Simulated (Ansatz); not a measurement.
The starting structures come from a database of crystals and need not be the phases stable at ambient conditions.

 Where the default PAW files enter, the runs use the earlier of Ansatz's two default sets.

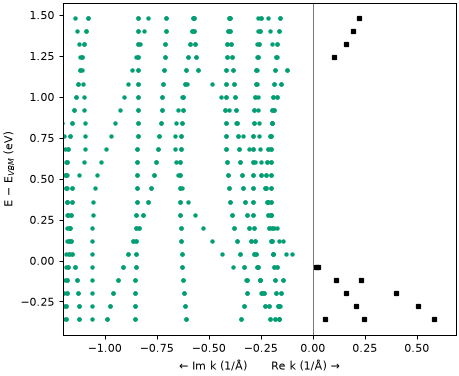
Fig. 1. Complex bands at the centre of the two-dimensional zone; PBEsol run with Ansatz (a first-principles code)

The gap is the functional's own. No spin-orbit coupling. Mid-gap values are interpolated on the energy grid.

Q: This is HgS (P3_221, not sure to be the ambient phase, 6 atoms a cell, 23.8 Å³ an atom) along the normal of (111). Read off the slowest decay at the centre of the two-dimensional zone at 0.60 eV, the computed energy nearest the middle of the gap.

A: κ ≈ 0.20 1/Å, a decay length 1/(2κ) of the density of 2.5 Å.
